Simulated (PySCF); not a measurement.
Vertical excitations of a molecule C₂H₆ClInO from TDDFT-PBE/def2-SVPD in PySCF, as energy in eV (oscillator strength): 3.77 (0.005), 4.21 (0.018), 4.58 (0.000), 4.81 (0.141), 4.88 (0.008), 5.06 (0.016), 5.36 (0.001), 5.68 (0.001), 5.80 (0.001), 6.12 (0.003). Lowest triplet (TDA): 3.51 eV. Geometry: B3LYP-D3(BJ)/def2-SVP. The def2 effective core potentials stand for the cores of In; spin–orbit coupling is left out. Other conformers were not sampled.

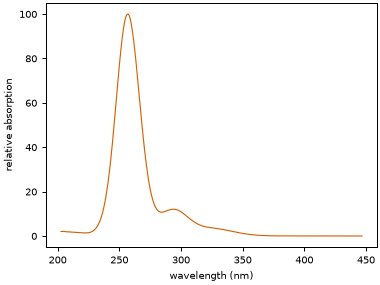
The lines broadened by 0.4 eV.

Task: Identify the compound among the candidates.
A) C[CH2][In]([OH])[Cl]
B) C[O][In]([CH3])[Cl]
C) CC[O][InH][Cl]

Result: B, C[O][In]([CH3])[Cl]
